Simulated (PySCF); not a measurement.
SMILES Bc1ccccc1N (C6H8BN) at its GFN2-xTB optimised geometry (Å):

```
16

B     -1.4526    -1.7913    -0.0772
C     -0.5891    -0.5270     0.0000
C     -1.2167     0.7315     0.0306
C     -0.5181     1.9173     0.0369
C      0.8721     1.8886     0.0172
C      1.5349     0.6833     0.0000
C      0.8305    -0.5270     0.0000
N      1.5394    -1.6919     0.0657
H     -1.0022    -2.8624    -0.2444
H     -2.6164    -1.6939     0.0031
H     -2.2969     0.7564     0.0392
H     -1.0401     2.8624     0.0549
H      1.4344     2.8116     0.0163
H      2.6164     0.6572    -0.0105
H      1.0486    -2.5489    -0.1185
H      2.5182    -1.6655    -0.1626
```

Computed with PBE/def2-TZVP (PySCF).

Map of the electrostatic potential (hartree/e), clipped to [-0.08, 0.12] on the plane z = 1.0 Å:

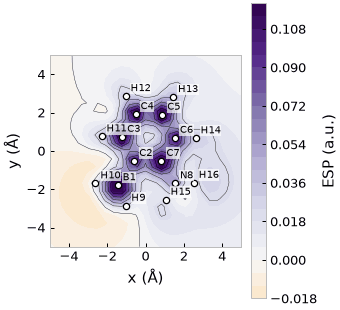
Figure. Electrostatic potential (hartree/e), clipped to [-0.08, 0.12] on the plane z = 1.0 Å.
